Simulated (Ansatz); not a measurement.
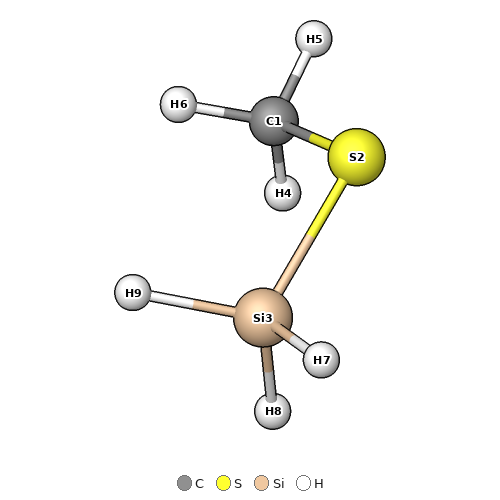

The system is CH₆SSi (SMILES CS[SiH3]) with the probe HF; the picture shows it without the atoms that are moved over the map. 
- The probe is moved over a plane parallel to the molecule's main plane, 3.32 Å above it.
- First axis: x of the probe's H atom. Second axis: y of the probe's H atom.
- Nothing is relaxed (molecule and probe rigid, the probe upright with H nearest the plane).
- The scan uses an 11 × 9 grid.
- All energies are given in kcal/mol relative to the lowest grid point.
- Method: Ansatz, RKS PBE-D4/def2-SVPD.

Range: x of the probe's H atom from −3.65 to 3.65 Å; y of the probe's H atom from −2.92 to 2.92 Å.

> What landscape does the calculation give?

The lowest grid point is at x of the probe's H atom = 0.00 Å, y of the probe's H atom = 1.46 Å. The bottom of the well lies between grid points, at about x of the probe's H atom = 0.11 Å, y of the probe's H atom = 1.10 Å, about 0.11 kcal/mol lower on the interpolated surface. The highest grid point, x of the probe's H atom = 3.65 Å, y of the probe's H atom = −2.92 Å, lies 3.34 kcal/mol above the lowest. Near the minimum the curvatures are about 0.065 and 0.085 eV/Å² along the soft and the stiff direction.

| y of the probe's H atom ↓, x of the probe's H atom → | −3.65 | −2.92 | −2.19 | −1.46 | −0.73 | 0.00 | 0.73 | 1.46 | 2.19 | 2.92 | 3.65 |
| --- | --- | --- | --- | --- | --- | --- | --- | --- | --- | --- | --- |
| 2.92 | 2.90 | 2.76 | 2.52 | 2.16 | 1.75 | 1.49 | 1.56 | 1.94 | 2.42 | 2.80 | 3.02 |
| 2.19 | 2.81 | 2.62 | 2.29 | 1.76 | 1.10 | 0.67 | 0.82 | 1.45 | 2.17 | 2.71 | 3.02 |
| 1.46 | 2.70 | 2.47 | 2.09 | 1.44 | 0.57 | 0.00 | 0.26 | 1.14 | 2.04 | 2.69 | 3.05 |
| 0.73 | 2.60 | 2.31 | 1.91 | 1.30 | 0.49 | 0.00 | 0.35 | 1.26 | 2.13 | 2.75 | 3.09 |
| 0.00 | 2.49 | 2.09 | 1.66 | 1.23 | 0.86 | 0.75 | 1.13 | 1.78 | 2.40 | 2.88 | 3.16 |
| −0.73 | 2.44 | 1.89 | 1.32 | 1.05 | 1.24 | 1.60 | 2.00 | 2.36 | 2.73 | 3.04 | 3.23 |
| −1.46 | 2.51 | 1.93 | 1.29 | 1.10 | 1.58 | 2.16 | 2.55 | 2.77 | 3.01 | 3.17 | 3.28 |
| −2.19 | 2.68 | 2.23 | 1.77 | 1.67 | 2.06 | 2.54 | 2.87 | 3.04 | 3.17 | 3.26 | 3.32 |
| −2.92 | 2.88 | 2.62 | 2.38 | 2.34 | 2.56 | 2.86 | 3.07 | 3.19 | 3.27 | 3.32 | 3.34 |

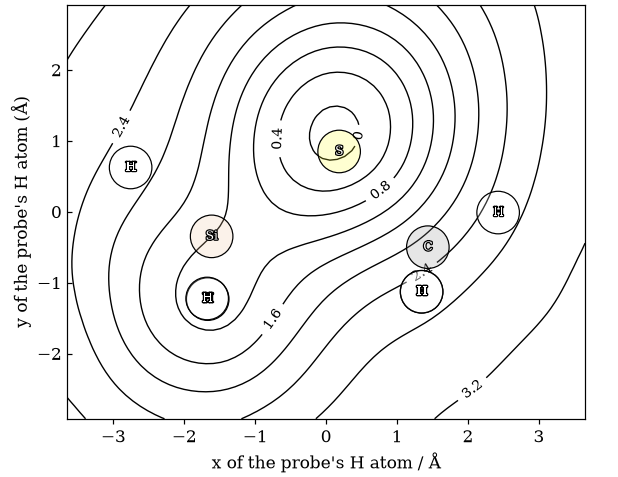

In the figure: contour lines labelled in kcal/mol, labelled circles for the molecule's atoms, projected on the plane. Between grid points the surface is interpolated.

The whole map (99 points run) took 9.3 min on 1 thread of Arm Neoverse V2 (shared host).
